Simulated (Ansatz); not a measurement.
The relaxed structure here is a generated cell of Bi2Se3: the first start was made by placing the elements on the sites of a structure type, and the end was not matched to a known phase here, so it may be hypothetical. Known forms of Bi2Se3 include space group No. 166.

One stationary structure of Bi2Se3. Space group P-3m1 (No. 164). All values below come from r2SCAN (plane waves to 500 eV, PAW, scalar-relativistic; Ansatz, a first-principles code).

```cif
data_Bi2Se3
_chemical_formula_sum 'Se3 Bi2'
_space_group_name_H-M_alt 'P 1'
_space_group_IT_number 1
_cell_length_a 4.16148
_cell_length_b 4.16148
_cell_length_c 10.23672
_cell_angle_alpha 90.000
_cell_angle_beta 90.000
_cell_angle_gamma 120.000
loop_
_space_group_symop_operation_xyz
  'x, y, z'
loop_
_atom_site_label
_atom_site_type_symbol
_atom_site_fract_x
_atom_site_fract_y
_atom_site_fract_z
_atom_site_occupancy
Se1 Se 0.00000 0.00000 0.00000 1
Se2 Se 0.33333 0.66667 0.65896 1
Se3 Se 0.66667 0.33333 0.34104 1
Bi1 Bi 0.33333 0.66667 0.18999 1
Bi2 Bi 0.66667 0.33333 0.81001 1
```

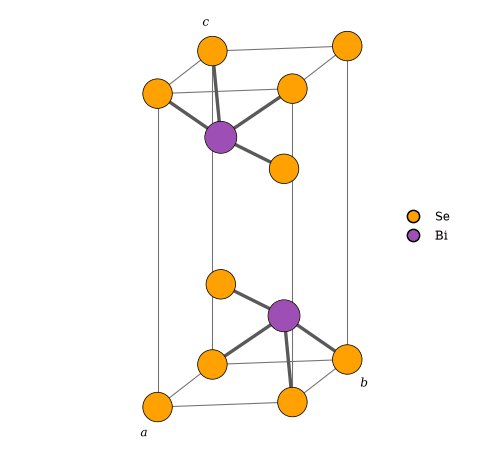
Fig. 1. The conventional cell of the relaxed structure

For Bi2Se3, the volume per atom is 30.71 Å³ and the band gap is 0.92 eV, direct at Γ (no spin-orbit coupling). The shortest distances is Bi–Se 2.86 Å and the k-mesh is 9×9×4.

Band energies at high-symmetry points (eV from the VBM; labels of this space group; no spin-orbit coupling), from −5 eV up to 5.0 eV:

```tsv
point	energies
Γ	-1.85 -1.60 -1.60 -1.55 -1.48 -1.48 -0.95 -0.95 0.00 0.92 2.11 2.11 2.66 3.11 3.11
M	-3.34 -3.26 -3.15 -2.42 -2.23 -1.59 -1.18 -0.56 1.79 3.00 3.19 3.48 4.32 4.64
K	-4.59 -4.11 -4.11 -3.69 -2.33 -2.33 -1.48 -0.88 -0.88 2.15 3.36 3.36 4.79 4.79 4.81
A	-2.19 -1.66 -1.66 -1.37 -1.37 -1.02 -1.01 -1.01 -0.31 1.02 2.10 2.10 2.70 3.13 3.13
L	-4.88 -3.69 -3.43 -3.09 -2.56 -1.81 -1.05 -1.04 -1.03 1.56 2.73 2.96 3.72 4.61
H	-4.66 -3.94 -3.94 -3.51 -2.81 -2.81 -1.72 -0.37 -0.37 2.71 2.96 2.96 4.13 4.98 4.98
```

No spin polarisation in the result. Without spin-orbit coupling the bands of the heavy element are not split, so the gap can be far off.

The run could not lose the symmetry of its start; a randomly shaken copy of 10 atoms returns to this structure.
